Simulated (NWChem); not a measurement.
**CN− (SMILES [C-]#N) at 3 levels**

Aim: a comparison of 3 runs (B2PLYP/aug-cc-pVTZ, CAM-B3LYP/aug-cc-pVTZ, wB97X/aug-cc-pVTZ) of CN−. 

The results are computed with NWChem 7.3.0.

1 further run of the same task is left out (it didn't finish).

### 1 The molecule

CN− has 2 atoms, charge -1, and is taken as a singlet. SMILES: `[C-]#N`. Geometry: relaxed at PBE0-D4/def2-TZVPD.

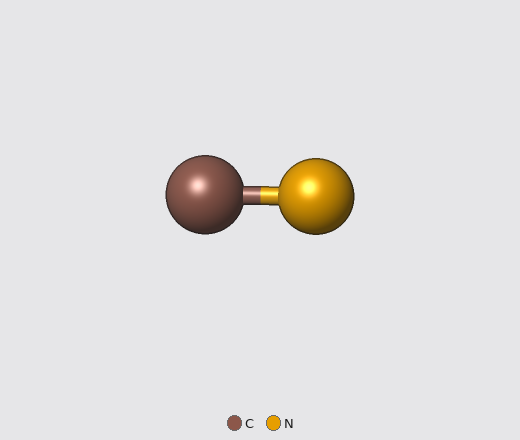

Viewed from a chosen angle; carbon brown, nitrogen amber.

### 2 The energy at B2PLYP/aug-cc-pVTZ (run 1)

Contents of mymol.nw:

```
start mymol
title "CN"
memory total 2200 mb
charge -1

geometry units angstroms noautosym nocenter noautoz
 C      0.499700    -0.161700     0.257300
 N     -0.499700     0.161700    -0.257300
end

basis "ao basis" spherical bse
 * library aug-cc-pVTZ
end

dft
 xc hfexch 0.53 becke88 0.47 lyp 0.73 mp2 0.27
 dftmp2 semidirect
 grid fine
 convergence energy 1e-08
 maxiter 100
 mulliken
end

mp2
 freeze core 2
end

task dft energy
```

Started as:

```bash
$ nwchem mymol.nw > mymol.out
```

The program printed:

```text
[...]
          Wavefunction type:  closed shell.
          No. of atoms     :     2
          No. of electrons :    14
[...]
          Charge           :    -1
          Spin multiplicity:     1
[...]
          AO basis - number of functions:    92
[...]
              XC Information
              --------------
                     Hartree-Fock (Exact) Exchange  0.530
                    Becke 1988 Exchange Functional  0.470
              Lee-Yang-Parr Correlation Functional  0.730
[...]
 d= 0,ls=0.0,diis     1    -92.4577311978 -1.11D+02  7.67D-02  1.95D+00     1.5
[...]
 d= 0,ls=0.0,diis     9    -92.7082607771 -2.06D-09  1.12D-06  1.54D-09     7.1
         Total DFT energy =      -92.708260777080
      One electron energy =     -166.605007417398
           Coulomb energy =       67.141161091009
    Exchange-Corr. energy =      -12.245372108870
 Nuclear repulsion energy =       19.000957658179
[...]
      Total Density - Mulliken Population Analysis
     ---------------------------------------------
    Atom       Charge   Shell Charges
 -----------   ------   -------------------------------------------------------
    1 C    6     6.73   1.96  0.21  0.89  0.75  0.28  0.75  1.22  0.54  0.03  0.03  0.04  0.00  0.01  0.00
    2 N    7     7.27   1.95  0.23  0.96  0.49  0.00  0.97  1.64  0.89  0.10  0.01  0.03  0.00  0.00 -0.00
[...]
  Basis functions       =     92
[...]
```

It took 9.3 s on 1 thread of Intel Xeon 6975P-C (Granite Rapids), shared host; peak memory 0.18 GiB.

### 3 Energy and forces at CAM-B3LYP/aug-cc-pVTZ (run 2)

Contents of cn.xyz:

```xyz
2

C      0.499700    -0.161700     0.257300
N     -0.499700     0.161700    -0.257300
```

Contents of run.py:

```python
from ase.io import read
from ase.calculators.nwchem import NWChem

atoms = read('cn.xyz')

calc = NWChem(
    label='cn',
    theory='dft',
    memory='2200 mb',
    basis='aug-cc-pVTZ',
    basispar='spherical bse',
    charge=-1,
    dft={'xc': 'xcamb88 1.00 lyp 0.81 vwn_5 0.19 hfexch 1.00', 'cam': '0.33 cam_alpha 0.19 cam_beta 0.46', 'mult': '1', 'grid': 'fine', 'convergence': 'energy 1e-08', 'direct': None, 'iterations': '100', 'mulliken': None},
)
atoms.calc = calc

forces = atoms.get_forces()
print(f"energy = {atoms.get_potential_energy():.6f} eV")
print("forces (eV/A):")
for s, f in zip(atoms.symbols, forces):
    print(f"{s:2s} {f[0]:10.5f} {f[1]:10.5f} {f[2]:10.5f}")
print("dipole (e A):", atoms.get_dipole_moment().round(4))
```

Started as:

```bash
$ export ASE_NWCHEM_COMMAND="nwchem PREFIX.nwi > PREFIX.nwo"
$ python run.py
```

The program printed:

```text
energy = -2526.612842 eV
forces (eV/A):
C    -0.40084    0.12969   -0.20641
N     0.40084   -0.12969    0.20641
dipole (e A): [-0.0641  0.0208 -0.033 ]
```

The calculator wrote cn.nwi:

```
title "cn"

permanent_dir cn

scratch_dir cn

start cn

geometry units angstrom nocenter noautosym noautoz
  C  4.9969999999999998e-01 -1.6170000000000001e-01 2.5729999999999997e-01
  N  -4.9969999999999998e-01 1.6170000000000001e-01 -2.5729999999999997e-01
end

charge -1

memory 2200 mb

basis spherical bse noprint
   * library aug-cc-pVTZ
end

dft
  xc xcamb88 1.00 lyp 0.81 vwn_5 0.19 hfexch 1.00
  cam 0.33 cam_alpha 0.19 cam_beta 0.46
  mult 1
  grid fine
  convergence energy 1e-08
  direct
  iterations 100
  mulliken
end

task dft gradient
```

cn.nwo:

```text
Northwest Computational Chemistry Package (NWChem) 7.3.0
             --------------------------------------------------------

           Job information
           ---------------

    nwchem branch   = 7.3.0
    use scalapack   = T
    input           = cn.nwi
    prefix          = cn.
    data base       = cn/cn.db
    status          = startup
    nproc           =        1

           Memory information
           ------------------

[... 5 lines left out ...]
    hardfail = no
[... 72 lines left out ...]
  convergence criterion.
[... 47 lines left out ...]
          Spatial weights used:  Erf1
[... 34 lines left out ...]
 1-e energy   =    -173.780202
[... 39 lines left out ...]
           Coulomb energy =       67.175986957413
[... 712 lines left out ...]
          Convergence on density requested:  1.00D-05
[... 32 lines left out ...]
          total energy or number of iterations.
[... 39 lines left out ...]
                 ----------------------------------------
                 |  Time  |  1-e(secs)   |  2-e(secs)   |
                 ----------------------------------------
                 |  CPU   |       0.01   |      31.29   |
                 ----------------------------------------
                 |  WALL  |       0.01   |      31.29   |
                 ----------------------------------------

 Task  times  cpu:       65.1s     wall:       65.1s
 Total times  cpu:       65.2s     wall:       65.2s
```

Run time: 67 s. Hardware: 1 thread of Intel Xeon 6975P-C (Granite Rapids), shared host; peak memory 0.11 GiB.

### 4 Energy and gradient at wB97X/aug-cc-pVTZ (run 3)

Contents of cn.nw:

```
start cn
title "CN"
memory stack 880 mb heap 220 mb global 1100 mb
charge -1
geometry units angstroms noautosym nocenter noautoz
   C      0.499700    -0.161700     0.257300
   N     -0.499700     0.161700    -0.257300
end
basis spherical bse
   * library aug-cc-pVTZ
end
dft
   xc wb97x
   grid fine
   convergence energy 1e-08
   iterations 100
   mulliken
end
task dft gradient
```

Started as:

```bash
$ nwchem cn.nw > cn.out
```

The program printed:

```text
[...]
          Wavefunction type:  closed shell.
          No. of atoms     :     2
          No. of electrons :    14
[...]
          Charge           :    -1
          Spin multiplicity:     1
[...]
          AO basis - number of functions:    92
[...]
              XC Information
              --------------
                       wb97x  Method XC Functional
                     Hartree-Fock (Exact) Exchange  1.000
                         wb97x Exchange Functional  1.000
                      wb97x Correlation Functional  1.000
[...]
 d= 0,ls=0.0,diis     1    -92.6087196300 -1.12D+02  7.51D-02  2.04D+00     4.4
[...]
 d= 0,ls=0.0,diis    10    -92.8633573107 -6.77D-09  1.89D-06  8.37D-09    36.6
         Total DFT energy =      -92.863357310736
      One electron energy =     -166.622946478081
           Coulomb energy =       67.155872691013
    Exchange-Corr. energy =      -12.397241181848
 Nuclear repulsion energy =       19.000957658179
[...]
      Total Density - Mulliken Population Analysis
     ---------------------------------------------
    Atom       Charge   Shell Charges
 -----------   ------   -------------------------------------------------------
    1 C    6     6.80   1.97  0.21  0.88  0.73  0.27  0.77  1.22  0.62  0.04  0.03  0.04  0.02  0.01  0.00
    2 N    7     7.20   1.96  0.24  0.95  0.42  0.04  0.98  1.63  0.85  0.09  0.01  0.03 -0.01  0.00 -0.00
[...]
  wavefunction    = closed shell
[...]
                         DFT ENERGY GRADIENTS
    atom               coordinates                        gradient
                 x          y          z           x          y          z
   1 C       0.944296  -0.305569   0.486226    0.001555  -0.000503   0.000801
   2 N      -0.944296   0.305569  -0.486226   -0.001555   0.000503  -0.000801
[...]
```

It took 70 s on 1 thread of Intel Xeon 6975P-C (Granite Rapids), shared host; peak memory 0.11 GiB.

### 5 The series

```
run                  level      task  frozen core orbitals  energy (Eh)  HOMO energy (eV)  LUMO energy (eV)  HOMO–LUMO gap (eV)  wall time
  1     B2PLYP/aug-cc-pVTZ    energy                     2   -92.825974             -2.88              5.12                8.00      9.3 s
  2  CAM-B3LYP/aug-cc-pVTZ  gradient                     –   -92.851310             -3.00              5.14                8.14       67 s
  3      wB97X/aug-cc-pVTZ  gradient                     –   -92.863357             -4.05              5.99               10.04       70 s
```

### 6 Outcome

| quantity | value |
| --- | --- |
| run 3: total energy | -92.86336 Eh |
| run 3: HOMO energy | -4.05 eV |
| run 3: LUMO energy | 5.99 eV |
| run 3: HOMO–LUMO gap (to an unbound level, set by the basis) | 10.04 eV |
| run 3: largest force on an atom | 0.094 eV/Å |

In words: The HOMO–LUMO gap runs from 8.00 eV (B2PLYP/aug-cc-pVTZ) to 10.04 eV (wB97X/aug-cc-pVTZ). The empty levels of an anion lie above zero and hang on the basis. A double hybrid's value is that of its SCF part. Totals of different functionals can't be ranked against each other. All runs together took 2.4 min, the longest 70 s.
